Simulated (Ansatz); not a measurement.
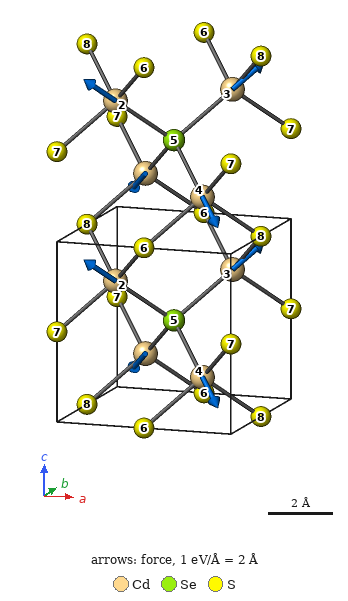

Starting geometry of a crystal of Cd$_{4}$SeS$_{3}$ (a generated structure, set up in P-43m) (coarse preliminary run) with the computed forces as blue arrows. Style: ball-and-stick. Shown: the cell of the calculation, repeated 1 × 1 × 2 with one cell outlined, slightly off an axis.

Computed with DFT PBE, scalar-relativistic, plane waves, PAW (Ansatz 0.2.0).

Input file:
```yaml
crystal:
  lattice:
    - [5.79964847, 0.0, 0.0]
    - [0.0, 5.79964847, 0.0]
    - [0.0, 0.0, 5.79964847]
  atoms:
    - { symbol: Cd, position: [0.25, 0.75, 0.25] }
    - { symbol: Cd, position: [0.25, 0.25, 0.75] }
    - { symbol: Cd, position: [0.75, 0.75, 0.75] }
    - { symbol: Cd, position: [0.75, 0.25, 0.25] }
    - { symbol: Se, position: [0.5, 0.5, 0.5] }
    - { symbol: S, position: [0.5, 0.0, 0.0] }
    - { symbol: S, position: [0.0, 0.0, 0.5] }
    - { symbol: S, position: [0.0, 0.5, 0.0] }
basis:
  ecutwfc: 420
kpoints:
  mp_grid: { grid: [4, 4, 4] }
hamiltonian:
  xc: pbe
scf:
  occupations: { method: gaussian, width: 0.1 }
  lower_state_search: "off"
output:
  forces: true
  stress: true
  eigenvalues: true
relax:
  adjacent_minimum: "off"
  f_tol: 0.04
  max_steps: 70
  cell: { stress_tol: 0.4 }
```

Run as
```bash
ansatz run input.yaml --threads 1 --pin off --max-ram 2560MiB --backend cpu --events-out ev --progress --plain --runs-dir out
```

Q: What follows when this structure is relaxed?

A: It isn't relaxed: the largest force vector, on Cd atoms, is 0.69 eV/Å. The atoms end up moving mostly along the starting forces (cosine between the two patterns 1.00). The largest moves relative to the cell, 0.064 Å, are those of Cd1, Cd2, Cd3 and Cd4. Cd3 goes along [1 1 1]. Se and S stay in place. The drawn cell changes as follows: a = b = c 5.800 → 5.997 Å (+3.4 %); the volume changes by +10.5 %. Some distances before and after: Cd1–Se5 2.511 → 2.661 Å, Cd1–S6 2.511 → 2.576 Å. Bond angles that change, for instance: Cd1–S7–Cd4 109.5° → 106.8°. The space group stays P-43m (No. 215). Over 2 accepted moves (3 points after the start) the energy falls by 56.0 meV per atom. The largest force component goes from 0.4 to 0.012 eV/Å. Pressure: 6.51 GPa at the start and −0.09 GPa at the end. At 1 point the geometry stayed and the basis and grid were re-selected for the new cell (energy shift of 0.5 meV per atom at most each time). The run took 43 s on 1 thread of Intel(R) Xeon(R) Platinum 8488C (Sapphire Rapids) (shared host), peak memory 0.55 GiB.
